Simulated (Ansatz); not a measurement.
# SiPbS3 in P4bm, a phase reached by a soft mode: a soft mode frozen in, part 2 of 3

Aim: this structure of SiPbS3 in P4bm, a phase reached by a soft mode is to be tested for unstable modes, and one is followed downhill.

Ansatz 0.2.0; DFT PBEsol, scalar-relativistic, plane waves, PAW; PAW set soft_1.

So far. Step 4 (The mode frozen in, largest atomic shift 0.14 Å): The run ends at a pressure of 0.05 GPa, with forces up to 0.025 eV/Å.

The structure was built from a prototype and need not be the compound's stable phase.

**5. Energy along the mode, all amplitudes (two of the runs are shown above)**

An imaginary frequency means negative curvature, so the energy should fall and then rise again as anharmonic terms take over.

Numbers from this step:

```
depth at the lowest point sampled  : 0.303 meV/atom
largest atomic shift at that point : 0.14 Å
```

Energy from the parent against largest atomic shift:

```csv
largest atomic shift (Å),energy from the parent (meV/atom)
0.000,0
0.040,-0.034
0.080,-0.126
0.140,-0.303
0.220,-0.303
0.320,1.09
0.450,8.46
```

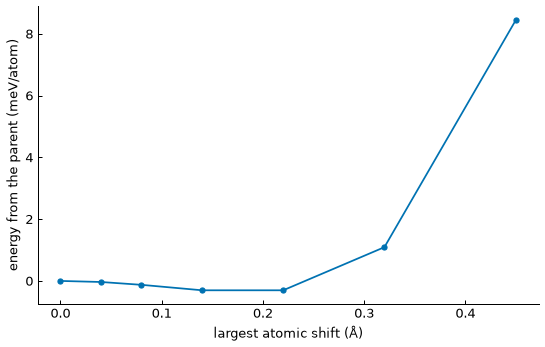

Energy from the parent against largest atomic shift.

Displacement at unit largest shift by atom:

```csv
atom,x (Å),y (Å),z (Å),size
Pb1,0.14,0.31,0.00,0.34
Pb2,-0.14,0.31,0.00,0.34
Si3,-0.05,-0.35,0.00,0.36
Si4,0.05,-0.35,0.00,0.36
S5,-0.25,-0.79,0.56,1.00
S6,-0.25,-0.79,-0.56,1.00
S7,0.25,-0.79,0.56,1.00
S8,0.25,-0.79,-0.56,1.00
S9,-0.29,-0.12,0.00,0.32
S10,0.29,-0.12,0.00,0.32
```

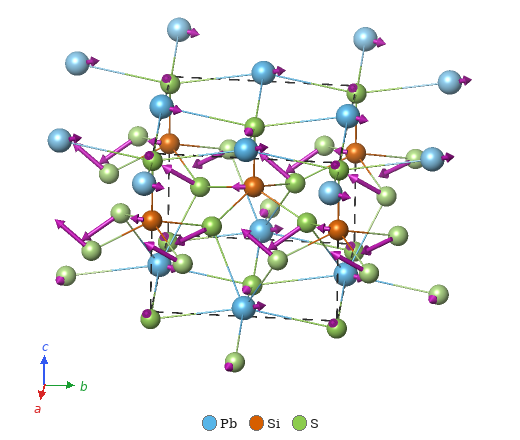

Displacement at unit largest shift as arrows, the longest 1.00 Å. Some periodic images of atoms are drawn too.

The lowest of the steps tried is at 0.14 Å, 0.303 meV/atom below the parent; the bottom of the well need not coincide with a step.

**6. Relaxation from the frozen mode**

Starting from the lowest point found, all atoms and the cell are let go, so that strain and other modes of the same symmetry can join in.

input.yaml

```yaml
crystal:
  lattice:
    - [6.0501067086, 0.0, 0.0]
    - [0.0, 6.0501067086, 0.0]
    - [0.0, 0.0, 5.6184995175]
  atoms:
    - { symbol: Pb, position: [0.5031313451, 0.0071820564, 0.0522987014] }
    - { symbol: Pb, position: [-0.0031313451, 0.5071820564, 0.0522987014] }
    - { symbol: Si, position: [-0.0012116892, -0.0081690347, 0.5753427921] }
    - { symbol: Si, position: [0.5012116892, 0.4918309653, 0.5753427921] }
    - { symbol: S, position: [0.189544817, 0.6769445779, 0.4757381574] }
    - { symbol: S, position: [0.799066737, 0.2864664979, 0.44779458] }
    - { symbol: S, position: [0.310455183, 0.1769445779, 0.4757381574] }
    - { symbol: S, position: [0.700933263, 0.7864664979, 0.44779458] }
    - { symbol: S, position: [-0.0068071672, -0.0026716727, 0.9530377382] }
    - { symbol: S, position: [0.5068071672, 0.4973283273, 0.9530377382] }
kpoints:
  mp_grid: { grid: [4, 4, 4] }
hamiltonian:
  xc: pbesol
  pseudopotentials: { kind: paw, azcp: { folder: soft_1 }, xc_functional: pbe }
scf:
  occupations: { method: fixed }
output:
  forces: true
  stress: true
  eigenvalues: true
relax:
  adjacent_minimum: "off"
  f_tol: 0.002
  max_steps: 120
  cell: { stress_tol: 0.03 }
```

Launch:

```console
$ ansatz run input.yaml --threads 8 --pin off --max-ram 16384MiB --backend cpu --events-out ev --progress --plain --runs-dir out
```

Numbers of over 12 decimals in the logs are rounded to 6 here.

Output:

```text
[...]
Crystal: 10 atoms, lattice volume = 205.658 Å³
Basis set: ecut = 420 eV, 4039 PW (Γ), exchange–correlation on 90×90×80 points (8 copies of the dense FFT grid, shifted against one another)
Bands: 46, of which v1, the nominal top of the filled ones, is band 36 counted from 1 (35 counted from 0)
Symmetry: 2 space group operations
[...]
k-points: 30 of 64 (time reversal used)
[...]
SCF iter   1: F=—  HF=-30072.519629 eV  |F-HF|=—  |Δ(HF+E_count)|=         —  Δρ=3.50e-2  dr2=3.69e0  ethr=3.10e-3  ⟨swp⟩=5.3  Hψ=6008  notcnv=0  defer=181
[...]
SCF iter   8: F=-30071.407531 eV  HF=-30071.407531 eV  |F-HF|=2.56e-8  |Δ(HF+E_count)|=   1.21e-9  Δρ=4.40e-6  dr2=6.96e-8  ethr=1.39e-10  ⟨swp⟩=15.4  Hψ=10285  notcnv=0
SCF 1 converged in 8 iterations: F = -30071.407531 eV  dr2 = 6.96e-8
[...]
relax step   1: F+E_penalty+E_count = -30071.40753080 eV  Δ(F+E_penalty+E_count) = +0.000e0 eV  max|allowed force component| = 2.486e-2 eV/Å  Δτ_max = 0.0000 Å  P = +0.051 GPa  Ω = 205.658 Å³  (8 SCF iters, dr2 threshold 1.00e-7 eV, accepted)
Crystal: 10 atoms, lattice volume = 206.519 Å³
Basis set: ecut = 420 eV, 4053 PW (Γ), exchange–correlation on 90×90×80 points (8 copies of the dense FFT grid, shifted against one another)
[...]
iter 1 solved again at ethr=9.86e-7 eV; its pass at ethr=3.10e-3 eV (dr2=7.10e-4 eV) is discarded
[...]
SCF iter   5: F=-30071.409306 eV  HF=-30071.409306 eV  |F-HF|=2.81e-8  |Δ(HF+E_count)|=   1.35e-7  Δρ=5.22e-6  dr2=8.78e-8  ethr=2.73e-10  ⟨swp⟩=14.6  Hψ=9517  notcnv=0
SCF 2 converged in 5 iterations: F = -30071.409306 eV  dr2 = 8.78e-8
[...]
relax step   2: F+E_penalty+E_count = -30071.40930621 eV  Δ(F+E_penalty+E_count) = -1.775e-3 eV  max|allowed force component| = 3.385e-2 eV/Å  Δτ_max = 0.0138 Å  P = -0.049 GPa  Ω = 206.519 Å³  energy of the carried Pulay correction = -1.272e-4 eV  (5 SCF iters, dr2 threshold 1.97e-7 eV, accepted)
Crystal: 10 atoms, lattice volume = 206.351 Å³
Basis set: ecut = 420 eV, 4045 PW (Γ), exchange–correlation on 90×90×80 points (8 copies of the dense FFT grid, shifted against one another)
[...]
SCF iter   5: F=-30071.410094 eV  HF=-30071.410094 eV  |F-HF|=4.50e-9  |Δ(HF+E_count)|=   1.91e-8  Δρ=3.06e-6  dr2=2.89e-8  ethr=9.95e-11  ⟨swp⟩=13.2  Hψ=8779  notcnv=0
SCF 3 converged in 5 iterations: F = -30071.410094 eV  dr2 = 2.89e-8
relax step   3: F+E_penalty+E_count = -30071.41009389 eV  Δ(F+E_penalty+E_count) = -7.877e-4 eV  max|allowed force component| = 2.557e-2 eV/Å  Δτ_max = 0.0076 Å  P = +0.022 GPa  Ω = 206.351 Å³  energy of the carried Pulay correction = -1.024e-4 eV  (5 SCF iters, dr2 threshold 7.16e-8 eV, accepted)
[... from here on, the SCF cycles and remarks between the steps are left out ...]
relax step   4: F+E_penalty+E_count = -30071.41142295 eV  Δ(F+E_penalty+E_count) = -1.329e-3 eV  max|allowed force component| = 1.844e-2 eV/Å  Δτ_max = 0.0222 Å  P = +0.075 GPa  Ω = 206.460 Å³  energy of the carried Pulay correction = -1.185e-4 eV  (6 SCF iters, dr2 threshold 4.09e-8 eV, accepted)
relax step   5: F+E_penalty+E_count = -30071.41252959 eV  Δ(F+E_penalty+E_count) = -1.107e-3 eV  max|allowed force component| = 2.871e-2 eV/Å  Δτ_max = 0.0230 Å  P = +0.078 GPa  Ω = 206.777 Å³  energy of the carried Pulay correction = -1.652e-4 eV  (6 SCF iters, dr2 threshold 3.98e-8 eV, accepted)
relax step   6: F+E_penalty+E_count = -30071.41283230 eV  Δ(F+E_penalty+E_count) = -3.027e-4 eV  max|allowed force component| = 6.921e-2 eV/Å  Δτ_max = 0.0206 Å  P = +0.229 GPa  Ω = 206.757 Å³  energy of the carried Pulay correction = -1.623e-4 eV  (6 SCF iters, dr2 threshold 7.95e-8 eV, accepted)
relax step   7: F+E_penalty+E_count = -30071.41435640 eV  Δ(F+E_penalty+E_count) = -1.524e-3 eV  max|allowed force component| = 3.510e-2 eV/Å  Δτ_max = 0.0277 Å  P = +0.099 GPa  Ω = 207.517 Å³  energy of the carried Pulay correction = -2.741e-4 eV  (5 SCF iters, dr2 threshold 2.99e-7 eV, accepted)
relax step   8: F+E_penalty+E_count = -30071.41485362 eV  Δ(F+E_penalty+E_count) = -4.972e-4 eV  max|allowed force component| = 2.350e-2 eV/Å  Δτ_max = 0.0094 Å  P = -0.029 GPa  Ω = 207.868 Å³  energy of the carried Pulay correction = -3.256e-4 eV  (5 SCF iters, dr2 threshold 7.78e-8 eV, accepted)
relax step   9: F+E_penalty+E_count = -30071.41502031 eV  Δ(F+E_penalty+E_count) = -1.667e-4 eV  max|allowed force component| = 1.053e-2 eV/Å  Δτ_max = 0.0097 Å  P = -0.043 GPa  Ω = 207.982 Å³  energy of the carried Pulay correction = -3.423e-4 eV  (5 SCF iters, dr2 threshold 3.45e-8 eV, accepted)
relax step  10: F+E_penalty+E_count = -30071.41511397 eV  Δ(F+E_penalty+E_count) = -9.367e-5 eV  max|allowed force component| = 3.979e-3 eV/Å  Δτ_max = 0.0029 Å  P = +0.008 GPa  Ω = 207.979 Å³  energy of the carried Pulay correction = -3.417e-4 eV  (5 SCF iters, dr2 threshold 2.07e-8 eV, accepted)
relax step  11: F+E_penalty+E_count = -30071.41512886 eV  Δ(F+E_penalty+E_count) = -1.488e-5 eV  max|allowed force component| = 4.350e-3 eV/Å  Δτ_max = 0.0029 Å  P = +0.005 GPa  Ω = 207.935 Å³  energy of the carried Pulay correction = -3.353e-4 eV  (6 SCF iters, dr2 threshold 9.89e-10 eV, accepted)
relax step  12: F+E_penalty+E_count = -30071.41512786 eV  Δ(F+E_penalty+E_count) = +9.946e-7 eV  max|allowed force component| = 4.593e-3 eV/Å  Δτ_max = 0.0009 Å  P = -0.001 GPa  Ω = 207.980 Å³  energy of the carried Pulay correction = -3.419e-4 eV  (5 SCF iters, dr2 threshold 1.18e-9 eV, accepted)
relax step  13: F+E_penalty+E_count = -30071.41513093 eV  Δ(F+E_penalty+E_count) = -3.068e-6 eV  max|allowed force component| = 5.824e-4 eV/Å  Δτ_max = 0.0005 Å  P = +0.000 GPa  Ω = 207.978 Å³  energy of the carried Pulay correction = -3.416e-4 eV  (4 SCF iters, dr2 threshold 1.32e-9 eV, accepted)
[...]
SCF iter   1: F=—  HF=-30071.415550 eV  |F-HF|=—  |Δ(HF+E_count)|=         —  Δρ=2.07e-5  dr2=1.06e-7  ethr=9.53e-7  ⟨swp⟩=4.0  Hψ=9820  notcnv=0  defer=240
eigensolver tolerance schedule: the retry pair's looser diagonalisation over-reported the residual by 6444.16 of it (diagonalisation noise at an unbounded share of the residual, at the tolerance the schedule requests for it); recorded, not acted on — ethr = c·dr2/N_el stays at c = 1.0e-1
[...]
SCF iter   2: F=—  HF=-30071.415474 eV  |F-HF|=—  |Δ(HF+E_count)|=   7.62e-5  Δρ=1.08e-5  dr2=2.84e-8  ethr=1.48e-10  ⟨swp⟩=4.0  Hψ=3611  notcnv=0  defer=239
[...]
SCF iter   5: F=-30071.415474 eV  HF=-30071.415474 eV  |F-HF|=1.46e-11  |Δ(HF+E_count)|=  1.16e-10  Δρ=8.25e-8  dr2=1.34e-11  ethr=1.00e-12  ⟨swp⟩=16.8  Hψ=9525  notcnv=0
SCF 14 converged in 5 iterations: F = -30071.415474 eV  dr2 = 1.34e-11
relax step  14: F+E_penalty+E_count = -30071.41547392 eV  Δ(F+E_penalty+E_count) = -3.430e-4 eV  max|allowed force component| = 5.682e-4 eV/Å  Δτ_max = 0.0000 Å  P = +0.001 GPa  Ω = 207.978 Å³  stress off target by 2.35e-3 GPa  SCF on the basis re-selected at this cell (its energy is not comparable with the rows above)  (5 SCF iters)
basis re-selected at this cell: Δ(F+E_penalty+E_count) = -3.430e-4 eV, ΔP = +0.001 GPa vs the last step (what re-selecting the basis moved, of the pressure what is left beyond the Pulay correction that the steps carried, after the strain that the cell walked since its last selection, with what the two solves' SCF thresholds leave and, on support functions, any second-order correction that the steps lacked; it is no m [...]
SCF converged after 5 iterations
Free energy (F): -30071.415474 eV
[...]
Internal energy: -30071.415474 eV  (E = F + TS)
E sigma→0 (E₀):  -30071.415474 eV
Fermi energy:    7.705386 eV
[...]
--- Forces (eV/Å), atoms counted from 1 ---
  atom   1  Pb     0.00019867    -0.00015878    -0.00019081
  atom   2  Pb    -0.00019867    -0.00015878    -0.00019081
  atom   3  Si    -0.00049559     0.00049628     0.00004804
  atom   4  Si     0.00049559     0.00049628     0.00004804
  atom   5  S     -0.00036698    -0.00020625    -0.00005845
  atom   6  S     -0.00037583    -0.00021934     0.00056824
  atom   7  S      0.00036698    -0.00020625    -0.00005845
  atom   8  S      0.00037583    -0.00021934     0.00056824
  atom   9  S      0.00033615     0.00008804    -0.00036668
  atom  10  S     -0.00033615     0.00008804    -0.00036668
  max |Σ_I F_I| component: 6.85e-7 eV/Å
--- Stress (GPa, compression-positive) ---
        0.000938       0.000000       0.000000
        0.000000       0.000372      -0.001182
        0.000000      -0.001182       0.001651
  P = ⅓ Tr σ = 0.0010 GPa (0.010 kbar)
--- Band table (eV; the first three rows and the last of 30) ---
  k-point 0: bands = [... 32 lower, 5.9427, 6.6827, 7.3038, 7.5068, 8.8848, 9.9586, 10.7678, 10.8582, ... 6 higher]
  k-point 1: bands = [... 32 lower, 6.3912, 6.7189, 7.4544, 7.6096, 8.9550, 10.3813, 10.7180, 10.8109, ... 6 higher]
  k-point 2: bands = [... 32 lower, 6.7650, 6.8549, 7.5695, 7.7054, 9.1552, 9.6719, 10.8370, 10.9858, ... 6 higher]
  k-point 29: bands = [... 32 lower, 6.3080, 6.3080, 6.8005, 6.8005, 9.8769, 9.8769, 10.3591, 10.3591, ... 6 higher]
--- Relaxed structure (13 steps of the walk, 13 accepted, 1 SCFs on fresh bases) ---
  F+E_penalty+E_count = -30071.41547392 eV   max|allowed force component| = 5.682e-4 eV/Å   (the final SCF, on the basis selected at the relaxed cell)
  cell:  # Å, volume = 207.9777 Å³
    - [6.051542, -4.457542317645002e-18, 8.085654326284666e-18]
    - [-4.457542317645002e-18, 6.045810, -0.040150]
    - [7.508833665086634e-18, -0.037286, 5.684801]
  atoms:
    - { symbol: Pb, position: [0.508296, 0.021301, 0.059734] }
    - { symbol: Pb, position: [-0.00829636, 0.521301, 0.059734] }
    - { symbol: Si, position: [-0.00228073, -0.010272, 0.575020] }
    - { symbol: Si, position: [0.502281, 0.489728, 0.575020] }
    - { symbol: S, position: [0.186095, 0.668512, 0.486663] }
    - { symbol: S, position: [0.795273, 0.275911, 0.435130] }
    - { symbol: S, position: [0.313905, 0.168512, 0.486663] }
    - { symbol: S, position: [0.704727, 0.775911, 0.435130] }
    - { symbol: S, position: [-0.012839, 0.00430116, 0.947665] }
    - { symbol: S, position: [0.512839, 0.504301, 0.947665] }
```

The job ended after 39 s (8 threads of Arm Neoverse V2, shared host; peak memory 0.85 GiB).

Relaxation path:

```csv
step,energy less that of the first step (eV),largest force component (eV/Å),pressure (GPa),volume (Å³)
1,0.0000,0.0249,0.05,205.66
2,-0.0018,0.0338,-0.05,206.52
3,-0.0026,0.0256,0.02,206.35
4,-0.0039,0.0184,0.07,206.46
5,-0.0050,0.0287,0.08,206.78
6,-0.0053,0.0692,0.23,206.76
7,-0.0068,0.0351,0.10,207.52
8,-0.0073,0.0235,-0.03,207.87
9,-0.0075,0.0105,-0.04,207.98
10,-0.0076,0.0040,0.01,207.98
11,-0.0076,0.0043,0.00,207.93
12,-0.0076,0.0046,0.00,207.98
13,-0.0076,0.0006,0.00,207.98
14*,-0.0079,0.0006,0.00,207.98
```

Relaxation steps marked * repeat the geometry before them on a plane-wave basis chosen anew for their cell, so energy and pressure can jump there.

The run keeps the 2 symmetry operations that it works with, so distortions that break them were not tested.

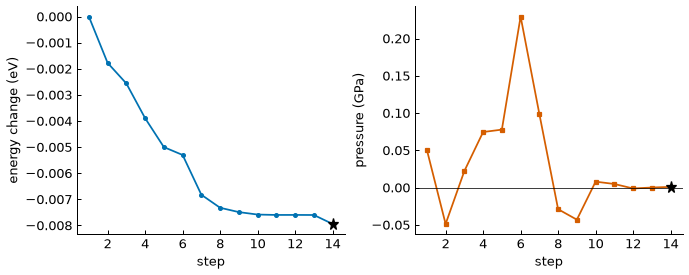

Energy and pressure along the relaxation. Stars mark steps on a basis chosen anew.

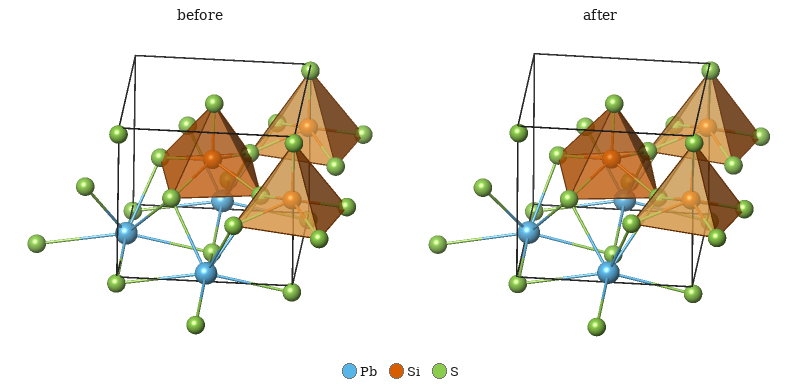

Before and after, at one scale. Bonds to atoms that aren't drawn are left out.

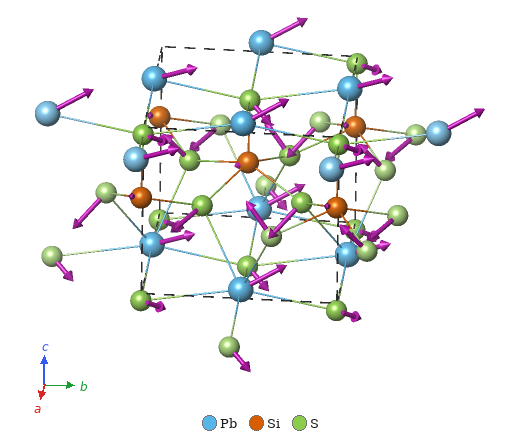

Displacements in the relaxation, exaggerated, measured against the changing cell; the longest in the cell stands for 0.10 Å. Some periodic images of atoms are drawn too.

```csv
cell as run,before,after,change
a (Å),6.050,6.052,+0.0 %
b (Å),6.050,6.046,-0.1 %
c (Å),5.618,5.685,+1.2 %
α (°),90.00,90.76,+0.8 %
volume (Å³/atom),20.57,20.80,+1.1 %
```

The atoms that moved most (Å, as changes of fractional coordinates times the final cell):

```csv
atom,dx,dy,dz,length
Pb2,-0.031,0.085,0.042,0.100
Pb1,0.031,0.085,0.042,0.100
S8,0.023,-0.063,-0.072,0.098
S6,-0.023,-0.063,-0.072,0.098
S5,-0.021,-0.051,0.062,0.084
S7,0.021,-0.051,0.062,0.084
S9,-0.037,0.042,-0.031,0.064
S10,0.037,0.042,-0.031,0.064
```

Final coordinates:

```cif
data_structure
_symmetry_space_group_name_H-M 'P 1'
_symmetry_Int_Tables_number 1
_cell_length_a 6.0515
_cell_length_b 6.0459
_cell_length_c 5.6849
_cell_angle_alpha 90.756
_cell_angle_beta 90.000
_cell_angle_gamma 90.000
_cell_volume 207.98
loop_
_atom_site_label
_atom_site_type_symbol
_atom_site_fract_x
_atom_site_fract_y
_atom_site_fract_z
_atom_site_occupancy
Pb1 Pb 0.50830 0.02130 0.05973 1
Pb2 Pb 0.99170 0.52130 0.05973 1
Si3 Si 0.99772 0.98973 0.57502 1
Si4 Si 0.50228 0.48973 0.57502 1
S5 S 0.18610 0.66851 0.48666 1
S6 S 0.79527 0.27591 0.43513 1
S7 S 0.31390 0.16851 0.48666 1
S8 S 0.70473 0.77591 0.43513 1
S9 S 0.98716 0.00430 0.94767 1
S10 S 0.51284 0.50430 0.94767 1
```

Numbers from this step:

```
pressure          : 9.87e-4 GPa
gap on the k-mesh : 1.179 eV
volume per atom   : 20.80 Å³
```

The distorted start has space group Pc; the relaxation ends in Pc.

**7. The new phase in its own primitive cell**

The relaxed structure is symmetrised, reduced to its primitive cell and relaxed tightly, as its phonons need.

input.yaml

```yaml
crystal:
  lattice:
    - [5.6849229091, 0.0, 0.0]
    - [0.0, 6.0515415092, 0.0]
    - [-0.0798017838, 0.0, 6.0454169585]
  atoms:
    - { symbol: Pb, position: [0.9402663133, 0.2582963624, 0.9786991884] }
    - { symbol: Pb, position: [0.9402663133, 0.7417036376, 0.4786991884] }
    - { symbol: Si, position: [0.4249800079, 0.7477192681, 0.0102723471] }
    - { symbol: Si, position: [0.4249800079, 0.2522807319, 0.5102723471] }
    - { symbol: S, position: [0.5133372818, 0.9360950684, 0.3314881564] }
    - { symbol: S, position: [0.564869757, 0.5452729421, 0.7240890467] }
    - { symbol: S, position: [0.5133372818, 0.0639049316, 0.8314881564] }
    - { symbol: S, position: [0.564869757, 0.4547270579, 0.2240890467] }
    - { symbol: S, position: [0.0523346709, 0.737161142, 0.9956988366] }
    - { symbol: S, position: [0.0523346709, 0.262838858, 0.4956988366] }
kpoints:
  mp_grid: { grid: [4, 4, 4] }
hamiltonian:
  xc: pbesol
  pseudopotentials: { kind: paw, azcp: { folder: soft_1 }, xc_functional: pbe }
scf:
  occupations: { method: fixed }
output:
  forces: true
  stress: true
  eigenvalues: true
relax:
  adjacent_minimum: "off"
  f_tol: 0.001
  max_steps: 60
  cell: { stress_tol: 0.01 }
```

Output:

```text
[...]
Crystal: 10 atoms, lattice volume = 207.978 Å³
Basis set: ecut = 420 eV, 4083 PW (Γ), exchange–correlation on 80×90×90 points (8 copies of the dense FFT grid, shifted against one another)
Bands: 46, of which v1, the nominal top of the filled ones, is band 36 counted from 1 (35 counted from 0)
Symmetry: 2 space group operations
[...]
k-points: 30 of 64 (time reversal used)
[...]
- { symbol: Si, position: [0.4249800079, 0.252281, 0.5102723471] }
    - { symbol: S, position: [0.513337, 0.936095, 0.3314881564] }
    - { symbol: S, position: [0.564870, 0.545273, 0.7240890467] }
    - { symbol: S, position: [0.513337, 0.063905, 0.8314881564] }
    - { symbol: S, position: [0.564870, 0.454727, 0.224089] }
    - { symbol: S, position: [0.052335, 0.737161, 0.995699] }
    - { symbol: S, position: [0.052335, 0.262839, 0.4956988366] }
[key lines of the parts left out:]
SCF converged after 7 iterations
Free energy (F): -30071.415474 eV
Fermi energy:    7.705385 eV
P = ⅓ Tr σ = 0.0010 GPa (0.010 kbar)
```

Run time: 7.2 s. Hardware: 8 threads; peak memory 0.83 GiB; 54 s of CPU time.

Little changed from the start: no atom moved by 0.005 Å and no cell edge by 0.1 %.

Numbers from this step:

* pressure: 9.86e-4 GPa
* direct gap on mesh: 1.345 eV

The largest force component left is 0.57 meV/Å and the pressure is 0.001 GPa, within the tolerances set. The cell now holds 20.80 Å³/atom.

(Continued in part 3 of 3.)

[Logs are printed without paths, hosts, clocks, repeated set-up lines and the standing remarks that a program may print on its own settings, such as how far it seeks lower states.]

[Hosts, paths, dates, database ids (printed as entryN), source tags and the programs' standing remarks are cut or masked in the printed files.]
